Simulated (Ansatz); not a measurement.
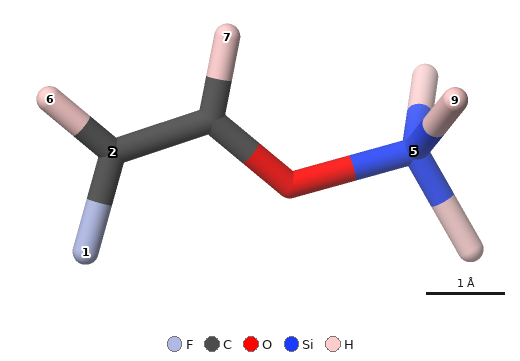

*The starting structure (stick view, seen at a tilt; atoms are numbered from 1 in the order of the input).*

Nudged elastic band of C2H5FOSi (part 1 of 2)

- system: C2H5FOSi
- method: RKS PBE-D4/def2-SVP (Ansatz 0.2.0)

It belongs to a series of runs on one base structure; here: band between the two ends. Figures and captions count atoms from 1; the log counts them from 0 in places.

Input file
```yaml
crystal:
  periodic: [false, false, false]
  atoms:
    - { symbol: F, position_ang: [-2.677598, 0.856383, 0.341703] }
    - { symbol: C, position_ang: [-1.511699, 1.132093, 0.946634] }
    - { symbol: C, position_ang: [-0.344265, 0.571685, 0.574684] }
    - { symbol: O, position_ang: [-0.251, -0.321014, -0.448079] }
    - { symbol: Si, position_ang: [1.17157, -1.081713, -0.960652] }
    - { symbol: H, position_ang: [-1.584235, 1.855321, 1.773709] }
    - { symbol: H, position_ang: [0.572141, 0.852815, 1.125636] }
    - { symbol: H, position_ang: [0.756773, -1.968004, -2.091194] }
    - { symbol: H, position_ang: [1.772135, -1.887084, 0.161175] }
    - { symbol: H, position_ang: [2.179377, -0.061681, -1.420715] }
basis:
  gaussian: { orbitals: def2-SVP }
hamiltonian:
  xc: pbe
  dispersion: d4
neb:
  order_check: false
  images: 9
  f_tol: 0.05
  max_iterations: 60
  final_atoms:
    - { symbol: F, position_ang: [-2.30202563, 0.29745092, 0.30243114] }
    - { symbol: C, position_ang: [-1.31487406, 1.13685259, 0.69020701] }
    - { symbol: C, position_ang: [-0.04155644, 0.71583945, 0.66451596] }
    - { symbol: O, position_ang: [0.29837839, -0.56428115, 0.26913555] }
    - { symbol: Si, position_ang: [2.00751532, -0.88498063, -0.93233741] }
    - { symbol: H, position_ang: [-1.64717977, 2.13270425, 1.0139677] }
    - { symbol: H, position_ang: [0.82501006, 1.32910395, 0.94353549] }
    - { symbol: H, position_ang: [1.06675197, -0.78338904, -2.16300652] }
    - { symbol: H, position_ang: [1.69538141, -2.38920604, -0.75055136] }
    - { symbol: H, position_ang: [-0.50420226, -1.0412933, -0.03499655] }
  initial_path:
    images:
      - { positions_ang: [[-2.677598, 0.856383, 0.341703], [-1.511699, 1.132093, 0.946634], [-0.344265, 0.571685, 0.574684], [-0.251, -0.321014, -0.448079], [1.17157, -1.081713, -0.960652], [-1.584235, 1.855321, 1.773709], [0.572141, 0.852815, 1.125636], [0.756773, -1.968004, -2.091194], [1.772135, -1.887084, 0.161175], [2.179377, -0.061681, -1.420715]] }
      - { positions_ang: [[-2.62921361, 0.87903035, 0.30509254], [-1.48303531, 1.1350041, 0.93417769], [-0.3277356, 0.56247195, 0.57205166], [-0.21137865, -0.31565486, -0.45986814], [1.1981575, -1.08101105, -0.94652144], [-1.57252372, 1.84933397, 1.76384306], [0.59454271, 0.80967248, 1.13912329], [0.84238007, -1.95046781, -2.09245397], [1.75704805, -1.89516802, 0.19069616], [1.91495757, -0.04441011, -1.40323984]] }
      - { positions_ang: [[-2.58082922, 0.9016777, 0.26848208], [-1.45437162, 1.1379152, 0.92172137], [-0.31120621, 0.55325889, 0.56941931], [-0.17175731, -0.31029571, -0.47165727], [1.22474499, -1.08030911, -0.93239087], [-1.56081244, 1.84334694, 1.75397711], [0.61694442, 0.76652996, 1.15261057], [0.92798713, -1.93293161, -2.09371395], [1.7419611, -1.90325203, 0.22021731], [1.65053815, -0.02713923, -1.38576467]] }
      - { positions_ang: [[-2.53244483, 0.92432506, 0.23187162], [-1.42570793, 1.14082629, 0.90926506], [-0.29467681, 0.54404584, 0.56678697], [-0.13213596, -0.30493657, -0.48344641], [1.25133249, -1.07960716, -0.91826031], [-1.54910116, 1.83735991, 1.74411117], [0.63934614, 0.72338745, 1.16609786], [1.0135942, -1.91539542, -2.09497392], [1.72687415, -1.91133605, 0.24973847], [1.38611872, -0.00986834, -1.36828951]] }
      - { positions_ang: [[-2.48406044, 0.94697241, 0.19526116], [-1.39704424, 1.14373739, 0.89680874], [-0.27814742, 0.53483278, 0.56415462], [-0.09251462, -0.29957742, -0.49523554], [1.27791999, -1.07890522, -0.90412974], [-1.53738988, 1.83137288, 1.73424522], [0.66174785, 0.68024493, 1.17958514], [1.09920127, -1.89785923, -2.09623389], [1.7117872, -1.91942007, 0.27925962], [1.12169929, 0.00740255, -1.35081434]] }
      - { positions_ang: [[-2.43567605, 0.96961976, 0.15865071], [-1.36838055, 1.14664849, 0.88435243], [-0.26161802, 0.52561973, 0.56152228], [-0.05289327, -0.29421828, -0.50702468], [1.30450748, -1.07820327, -0.88999918], [-1.5256786, 1.82538585, 1.72437928], [0.68414956, 0.63710241, 1.19307243], [1.18480834, -1.88032304, -2.09749386], [1.69670025, -1.92750409, 0.30878078], [0.85727986, 0.02467343, -1.33333918]] }
      - { positions_ang: [[-2.40894597, 0.83518599, 0.18740679], [-1.35767925, 1.14468931, 0.84552334], [-0.2176057, 0.56366367, 0.58212102], [0.01736106, -0.34823085, -0.35179263], [1.44510905, -1.03955874, -0.89846683], [-1.54997883, 1.88684953, 1.58229696], [0.71232166, 0.77550272, 1.14316504], [1.16119706, -1.66093624, -2.1105964], [1.69643648, -2.01984448, 0.09691435], [0.58498344, -0.18851991, -1.07367065]] }
      - { positions_ang: [[-2.38221588, 0.70075222, 0.21616288], [-1.34697795, 1.14273013, 0.80669426], [-0.17359339, 0.60170762, 0.60271975], [0.08761539, -0.40224342, -0.19656059], [1.58571062, -1.00091422, -0.90693447], [-1.57427907, 1.94831321, 1.44021464], [0.74049376, 0.91390303, 1.09325765], [1.13758579, -1.44154944, -2.12369893], [1.69617271, -2.11218487, -0.11495208], [0.31268701, -0.40171326, -0.81400213]] }
      - { positions_ang: [[-2.3554858, 0.56631845, 0.24491896], [-1.33627666, 1.14077095, 0.76786518], [-0.12958107, 0.63975156, 0.62331849], [0.15786973, -0.456256, -0.04132854], [1.72631219, -0.96226969, -0.91540212], [-1.5985793, 2.00977689, 1.29813233], [0.76866586, 1.05230334, 1.04335026], [1.11397452, -1.22216264, -2.13680146], [1.69590894, -2.20452526, -0.32681851], [0.04039059, -0.61490661, -0.5543336]] }
      - { positions_ang: [[-2.32875572, 0.43188469, 0.27367505], [-1.32557536, 1.13881177, 0.72903609], [-0.08556875, 0.6777955, 0.64391722], [0.22812406, -0.51026857, 0.11390351], [1.86691376, -0.92362516, -0.92386977], [-1.62287953, 2.07124057, 1.15605001], [0.79683796, 1.19070365, 0.99344288], [1.09036324, -1.00277584, -2.14990399], [1.69564518, -2.29686565, -0.53868493], [-0.23190584, -0.82809996, -0.29466508]] }
      - { positions_ang: [[-2.30202563, 0.29745092, 0.30243114], [-1.31487406, 1.13685259, 0.69020701], [-0.04155644, 0.71583945, 0.66451596], [0.29837839, -0.56428115, 0.26913555], [2.00751532, -0.88498063, -0.93233741], [-1.64717977, 2.13270425, 1.0139677], [0.82501006, 1.32910395, 0.94353549], [1.06675197, -0.78338904, -2.16300652], [1.69538141, -2.38920604, -0.75055136], [-0.50420226, -1.0412933, -0.03499655]] }
```

Hardware: 2 threads of Arm Neoverse V2, 24 GiB of memory available, shared host.

Command:
```bash
ansatz run input.yaml --threads 2 --pin off --max-ram 3072MiB --backend cpu --events-out ev --progress --plain --runs-dir out
```

Log
```
Engine: ansatz 0.2.0, aarch64-unknown-linux-gnu
Functional definition: PBE
  parameter kappa = 0.804
  parameter beta = 0.06672455060314922
  exchange = pbe_x(kappa = kappa, mu = beta*pi^2/3)
  correlation = pbe_c(beta = beta)
1093 factors; their error is unknown
mean field evaluation 1: about -14771.8107 eV, gradient 4.9e1 eV
mean field evaluation 2: about -14758.1657 eV, gradient 9.6e1 eV
mean field evaluation 4: about -14776.9119 eV, gradient 8.3e0 eV
mean field evaluation 8: about -14777.0854 eV, gradient 3.2e-1 eV
mean field evaluation 16: about -14777.0110 eV, gradient 7.6e-5 eV
mean field -14777.01101896 eV, -543.0451387289 hartree, gradient 2.8e-5 eV, S^2 0.000000; 0 other end points of the search recorded, 0 dependent functions left out
the calculation of the forces begins
reference -14777.01105165 eV, -543.0451399301 hartree; 24, 24 occupied and 75, 75 virtual orbitals, 1093 factors
1093 factors; their error is unknown
mean field evaluation 32: about -14774.7954 eV, gradient 6.6e-4 eV
mean field -14774.79539285 eV, -542.9637159712 hartree, gradient 4.1e-5 eV, S^2 0.000000; 0 other end points of the search recorded, 0 dependent functions left out
[... from here on the field's lines of each further geometry are left out, up to the last ...]
NEB iter   1: max|band force component| = 1.144e2 eV/Å  barrier→ = 19.0789 eV  barrier← = 16.8750 eV  Δτ_max = 0.1989 Å  (314 SCF iters)
NEB iter   2: max|band force component| = 2.543e1 eV/Å  barrier→ = 5.6543 eV  barrier← = 3.4504 eV  Δτ_max = 0.2000 Å  (324 SCF iters)
NEB iter   3: max|band force component| = 1.534e1 eV/Å  barrier→ = 3.9174 eV  barrier← = 1.7136 eV  Δτ_max = 0.2000 Å  (317 SCF iters)
NEB iter   4: max|band force component| = 5.424e0 eV/Å  barrier→ = 3.6608 eV  barrier← = 1.4569 eV  Δτ_max = 0.1988 Å  (315 SCF iters)
NEB iter   5: max|band force component| = 2.328e0 eV/Å  barrier→ = 3.9947 eV  barrier← = 1.7908 eV  Δτ_max = 0.2000 Å  (307 SCF iters)
NEB iter   6: max|band force component| = 2.544e0 eV/Å  barrier→ = 3.9288 eV  barrier← = 1.7249 eV  Δτ_max = 0.1011 Å  (274 SCF iters)
NEB iter   7: max|band force component| = 1.761e0 eV/Å  barrier→ = 3.7461 eV  barrier← = 1.5422 eV  Δτ_max = 0.0996 Å  (274 SCF iters)
NEB iter   8: max|band force component| = 1.369e0 eV/Å  barrier→ = 3.5921 eV  barrier← = 1.3882 eV  Δτ_max = 0.1003 Å  (274 SCF iters)
NEB iter   9: max|band force component| = 1.205e0 eV/Å  barrier→ = 3.3922 eV  barrier← = 1.1883 eV  Δτ_max = 0.0995 Å  (272 SCF iters)
NEB iter  10: max|band force component| = 9.556e-1 eV/Å  barrier→ = 3.2038 eV  barrier← = 0.9999 eV  Δτ_max = 0.2000 Å  (271 SCF iters)
NEB iter  11: max|band force component| = 1.721e0 eV/Å  barrier→ = 3.0317 eV  barrier← = 0.8278 eV  Δτ_max = 0.1007 Å  (282 SCF iters)
NEB iter  12: max|band force component| = 7.086e-1 eV/Å  barrier→ = 2.8946 eV  barrier← = 0.6907 eV  CI = image 5  Δτ_max = 0.2000 Å  (281 SCF iters)
NEB iter  13: max|band force component| = 8.711e-1 eV/Å  barrier→ = 2.9314 eV  barrier← = 0.7275 eV  CI = image 5  Δτ_max = 0.2000 Å  (284 SCF iters)
NEB iter  14: max|band force component| = 9.183e-1 eV/Å  barrier→ = 2.9146 eV  barrier← = 0.7107 eV  CI = image 5  Δτ_max = 0.2000 Å  (262 SCF iters)
NEB iter  15: max|band force component| = 8.766e-1 eV/Å  barrier→ = 2.8886 eV  barrier← = 0.6847 eV  CI = image 5  Δτ_max = 0.2000 Å  (281 SCF iters)
NEB iter  16: max|band force component| = 7.469e-1 eV/Å  barrier→ = 2.8811 eV  barrier← = 0.6772 eV  CI = image 5  Δτ_max = 0.2000 Å  (283 SCF iters)
NEB iter  17: max|band force component| = 9.683e-1 eV/Å  barrier→ = 2.9119 eV  barrier← = 0.7080 eV  CI = image 5  Δτ_max = 0.1009 Å  (271 SCF iters)
NEB iter  18: max|band force component| = 2.717e-1 eV/Å  barrier→ = 2.9281 eV  barrier← = 0.7242 eV  CI = image 5  Δτ_max = 0.1918 Å  (275 SCF iters)
NEB iter  19: max|band force component| = 4.798e-1 eV/Å  barrier→ = 2.9155 eV  barrier← = 0.7116 eV  CI = image 5  Δτ_max = 0.1003 Å  (278 SCF iters)
NEB iter  20: max|band force component| = 2.967e-1 eV/Å  barrier→ = 2.9098 eV  barrier← = 0.7059 eV  CI = image 5  Δτ_max = 0.1030 Å  (284 SCF iters)
NEB iter  21: max|band force component| = 1.140e0 eV/Å  barrier→ = 2.8989 eV  barrier← = 0.6950 eV  CI = image 5  Δτ_max = 0.0503 Å  (274 SCF iters)
NEB iter  22: max|band force component| = 1.946e-1 eV/Å  barrier→ = 2.8934 eV  barrier← = 0.6895 eV  CI = image 5  Δτ_max = 0.1001 Å  (281 SCF iters)
NEB iter  23: max|band force component| = 2.262e-1 eV/Å  barrier→ = 2.8832 eV  barrier← = 0.6793 eV  CI = image 5  Δτ_max = 0.0503 Å  (270 SCF iters)
NEB iter  24: max|band force component| = 2.396e-1 eV/Å  barrier→ = 2.8780 eV  barrier← = 0.6741 eV  CI = image 5  Δτ_max = 0.0250 Å  (279 SCF iters)
NEB iter  25: max|band force component| = 1.987e-1 eV/Å  barrier→ = 2.8754 eV  barrier← = 0.6715 eV  CI = image 5  Δτ_max = 0.0250 Å  (280 SCF iters)
NEB iter  26: max|band force component| = 1.870e-1 eV/Å  barrier→ = 2.8727 eV  barrier← = 0.6688 eV  CI = image 5  Δτ_max = 0.0250 Å  (281 SCF iters)
NEB iter  27: max|band force component| = 1.854e-1 eV/Å  barrier→ = 2.8699 eV  barrier← = 0.6660 eV  CI = image 5  Δτ_max = 0.0503 Å  (275 SCF iters)
NEB iter  28: max|band force component| = 7.824e-1 eV/Å  barrier→ = 2.8643 eV  barrier← = 0.6604 eV  CI = image 5  Δτ_max = 0.0250 Å  (278 SCF iters)
NEB iter  29: max|band force component| = 2.385e-1 eV/Å  barrier→ = 2.8615 eV  barrier← = 0.6576 eV  CI = image 5  Δτ_max = 0.0500 Å  (274 SCF iters)
NEB iter  30: max|band force component| = 1.651e-1 eV/Å  barrier→ = 2.8559 eV  barrier← = 0.6520 eV  CI = image 5  Δτ_max = 0.1001 Å  (278 SCF iters)
NEB iter  31: max|band force component| = 5.577e-1 eV/Å  barrier→ = 2.8457 eV  barrier← = 0.6418 eV  CI = image 5  Δτ_max = 0.0501 Å  (270 SCF iters)
NEB iter  32: max|band force component| = 1.607e-1 eV/Å  barrier→ = 2.8409 eV  barrier← = 0.6370 eV  CI = image 5  Δτ_max = 0.1006 Å  (279 SCF iters)
NEB iter  33: max|band force component| = 1.585e-1 eV/Å  barrier→ = 2.8332 eV  barrier← = 0.6293 eV  CI = image 5  Δτ_max = 0.1003 Å  (271 SCF iters)
NEB iter  34: max|band force component| = 1.997e-1 eV/Å  barrier→ = 2.8270 eV  barrier← = 0.6231 eV  CI = image 5  Δτ_max = 0.0501 Å  (272 SCF iters)
NEB iter  35: max|band force component| = 1.444e-1 eV/Å  barrier→ = 2.8242 eV  barrier← = 0.6203 eV  CI = image 5  Δτ_max = 0.0501 Å  (275 SCF iters)
NEB iter  36: max|band force component| = 2.099e-1 eV/Å  barrier→ = 2.8216 eV  barrier← = 0.6177 eV  CI = image 5  Δτ_max = 0.0250 Å  (280 SCF iters)
NEB iter  37: max|band force component| = 9.345e-2 eV/Å  barrier→ = 2.8204 eV  barrier← = 0.6165 eV  CI = image 5  Δτ_max = 0.0501 Å  (283 SCF iters)
```
